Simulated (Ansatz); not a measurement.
# triplet Si2H4ClF: levels of theory compared

Aim: a comparison of 6 runs (UHF/def2-SVP, U-revPBE/def2-SVP, U-wB97M-V/def2-SVP, RPA@PBE0/def2-SVP, UBCCD(T)/def2-SVP, UCCSD/def2-SVP) of triplet Si2H4ClF. 

The calculation is run with Ansatz 0.2.0.

68 further runs of the same task are left out: 68 set aside as unsound or not needed. Runs told in other sessions of the task aren't counted.

### 1 Starting point

The species is Si2H4ClF (8 atoms), meant as a triplet with charge 0. As SMILES of the parent species, `F[SiH]([SiH3])Cl`. Geometry: relaxed at PBE0-D4/def2-TZVP. That shape belongs to the parent species and isn't relaxed for this state.

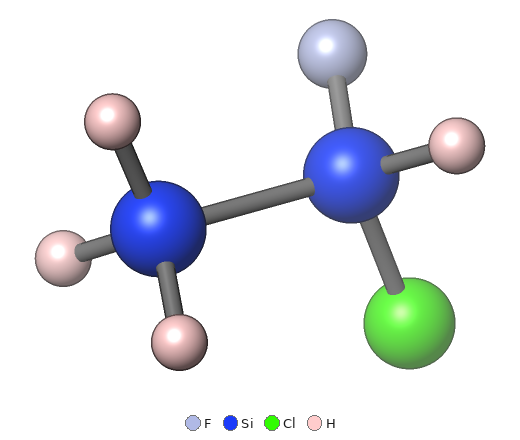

Viewed from a chosen angle; fluorine light blue, silicon blue, chlorine green, hydrogen pink.

### 2 A single-point energy at UHF/def2-SVP (run 1)

Contents of job.yaml:

```yaml
crystal:
  periodic: [false, false, false]
  atoms:
    - {symbol: F, position_ang: [-1.329000, 1.796800, 0.161200]}
    - {symbol: Si, position_ang: [-0.382900, 0.812800, -0.667700]}
    - {symbol: Si, position_ang: [0.539000, -0.793000, 0.761300]}
    - {symbol: Cl, position_ang: [-1.534100, -0.130100, -2.075900]}
    - {symbol: H, position_ang: [0.596600, 1.655400, -1.392300]}
    - {symbol: H, position_ang: [1.355700, -0.131100, 1.812300]}
    - {symbol: H, position_ang: [1.403500, -1.693800, -0.044400]}
    - {symbol: H, position_ang: [-0.556600, -1.574100, 1.389600]}
basis:
  gaussian: {orbitals: def2-SVP}
magnetization: {spin_polarized: true, initial_magnetization: 2}
hamiltonian: {xc: hf}
accuracy: high
output: {orbitals: {seedname: orbitals}}
```

On the command line:

```
ansatz run job.yaml --threads 1 --pin off --max-ram 3480MiB --events-out events.jsonl --progress --plain --runs-dir runs
```

What it wrote:

```text
Warning: RAYON_NUM_THREADS=1 ignored (pool sized by the plan → 1); use --threads N
Functional definition: HF
  name "HF"
  exchange = exact_x
  correlation = 0
1801 factors; integrals over basis functions are off by at most 5.2e-9 eV
mean field evaluation 1: about -30979.4957 eV, gradient 2.0e1 eV
mean field evaluation 2: about -30979.5962 eV, gradient 2.1e1 eV
mean field evaluation 4: about -30982.2703 eV, gradient 2.9e0 eV
mean field evaluation 8: about -30982.5431 eV, gradient 4.1e-1 eV
mean field evaluation 16: about -30982.5565 eV, gradient 3.0e-5 eV
mean field evaluation 32: about -30982.4830 eV, gradient 2.1e-1 eV
mean field evaluation 64: about -30981.7509 eV, gradient 3.8e0 eV
mean field evaluation 96: about -30981.0600 eV, gradient 2.4e-1 eV
mean field evaluation 128: about -30980.4951 eV, gradient 6.7e0 eV
mean field evaluation 160: about -30982.5565 eV, gradient 6.0e-4 eV
mean field evaluation 192: about -30982.5565 eV, gradient 5.2e-8 eV
mean field -30982.55648511 eV, -1138.5879500966 hartree, gradient 2.3e-8 eV, S^2 2.009122; 3 other end points of the search recorded, 0 dependent functions left out
reference -30982.55648511 eV, -1138.5879500966 hartree; 30, 28 occupied and 58, 60 virtual orbitals, 1801 factors
Total energy: -30982.55648511 eV, -1138.5879500966 hartree
```

It took 17 s on 1 thread of Intel Xeon Platinum 8259CL at 2.50GHz (Skylake/Cascade Lake), shared host; peak memory 0.38 GiB.

### 3 A single-point energy at U-revPBE/def2-SVP (run 2)

Contents of run.yaml:

```yaml
crystal:
  periodic: [false, false, false]
  atoms:
    - {symbol: F, position_ang: [-1.329000, 1.796800, 0.161200]}
    - {symbol: Si, position_ang: [-0.382900, 0.812800, -0.667700]}
    - {symbol: Si, position_ang: [0.539000, -0.793000, 0.761300]}
    - {symbol: Cl, position_ang: [-1.534100, -0.130100, -2.075900]}
    - {symbol: H, position_ang: [0.596600, 1.655400, -1.392300]}
    - {symbol: H, position_ang: [1.355700, -0.131100, 1.812300]}
    - {symbol: H, position_ang: [1.403500, -1.693800, -0.044400]}
    - {symbol: H, position_ang: [-0.556600, -1.574100, 1.389600]}
basis:
  gaussian: {orbitals: def2-SVP}
output: {orbitals: {seedname: orbitals}}
magnetization: {spin_polarized: true, initial_magnetization: 2}
hamiltonian: {xc: {name: revPBE}}
accuracy: high
```

On the command line:

```
ansatz run run.yaml --threads 1 --pin off --max-ram 3480MiB --events-out events.jsonl --progress --plain --runs-dir runs
```

What it wrote:

```text
Warning: RAYON_NUM_THREADS=1 ignored (pool sized by the plan → 1); use --threads N
Functional definition: revPBE
  name "revPBE"
  parameter kappa = 1.245
  parameter beta = 0.06672455060314922
  exchange = pbe_x(kappa = kappa, mu = beta*pi^2/3)
  correlation = pbe_c(beta = beta)
1801 factors; integrals over basis functions are off by at most 5.2e-9 eV
mean field evaluation 1: about -31035.1279 eV, gradient 2.6e1 eV
mean field evaluation 2: about -31013.9564 eV, gradient 7.8e1 eV
mean field evaluation 4: about -31038.5426 eV, gradient 9.4e0 eV
mean field evaluation 8: about -31039.1773 eV, gradient 5.0e-1 eV
mean field evaluation 16: about -31039.1791 eV, gradient 1.6e-3 eV
mean field evaluation 32: about -31039.1791 eV, gradient 1.3e-8 eV
mean field evaluation 64: about -31037.3929 eV, gradient 3.0e0 eV
mean field -31039.17907659 eV, -1140.6687919534 hartree, gradient 1.3e-8 eV, S^2 2.002356; 6 other end points of the search recorded, 0 dependent functions left out
reference -31039.17908079 eV, -1140.6687921077 hartree; 30, 28 occupied and 58, 60 virtual orbitals, 1801 factors
Total energy: -31039.17908079 eV, -1140.6687921077 hartree
```

It took 22 s on 1 thread of Intel Xeon Platinum 8259CL at 2.50GHz (Skylake/Cascade Lake), shared host; peak memory 0.3 GiB.

Runs 3 to 5 aren't shown in full; the table further down has their settings and results.

### 4 A single-point energy at UCCSD/def2-SVP (run 6)

job.yaml: that of step 2 with these lines changed.

```diff
@@ -14,4 +14,4 @@
 magnetization: {spin_polarized: true, initial_magnetization: 2}
-hamiltonian: {xc: hf}
+correlation: {method: ccsd, frozen_orbitals: {Cl: 5, F: 1, H: 0, Si: 5}}
 accuracy: high
-output: {orbitals: {seedname: orbitals}}
+scf: {omitted_lower_state_checks: [cluster_reference, increment]}
```

On the command line:

```
ansatz run job.yaml --threads 1 --pin off --max-ram 3480MiB --events-out events.jsonl --progress --plain --runs-dir runs
```

What it wrote:

```text
Warning: RAYON_NUM_THREADS=1 ignored (pool sized by the plan → 1); use --threads N
[... 13 lines left out ...]
16 core orbitals not correlated: weight in the atoms' cores, before any rotation towards them, 1.000 or more for the frozen orbitals, at most 0.000 for the correlated occupied ones
[... 46 lines left out ...]
Total energy: -30997.78024339 eV, -1139.1474128947 hartree
Checks for a lower state left out: cluster_reference, increment
```

It took 65 s on 1 thread of Intel Xeon Platinum 8259CL at 2.50GHz (Skylake/Cascade Lake), shared host; peak memory 0.8 GiB.

### 5 The series

```csv
run,level,frozen core orbitals,energy (Eh),⟨S²⟩,wall time
1,UHF/def2-SVP,–,-1138.587950,2.009,17 s
2,U-revPBE/def2-SVP,–,-1140.668792,2.002,22 s
3,U-wB97M-V/def2-SVP,–,-1140.788561,2.003,5.4 min
4,RPA@PBE0/def2-SVP,16,-1139.350536,2.004,44 s
5,UBCCD(T)/def2-SVP,16,-1139.161055,2.009,1.8 min
6,UCCSD/def2-SVP,16,-1139.147413,2.009,65 s
```

### 6 Outcome

```
                                           quantity           value
                                run 6: total energy  -1139.14741 Eh
run 6: correlation energy (16 core orbitals frozen)      -559.5 mEh
           run 6: ⟨S²⟩ of the reference determinant           2.009
                               run 6: T1 diagnostic           0.023
```

Below the UHF energy at the same shape and in the same basis (def2-SVP): UBCCD(T) -573.1 mEh; UCCSD -559.5 mEh. Totals of different functionals can't be ranked against each other. All runs together took 9.7 min, the longest 5.4 min.
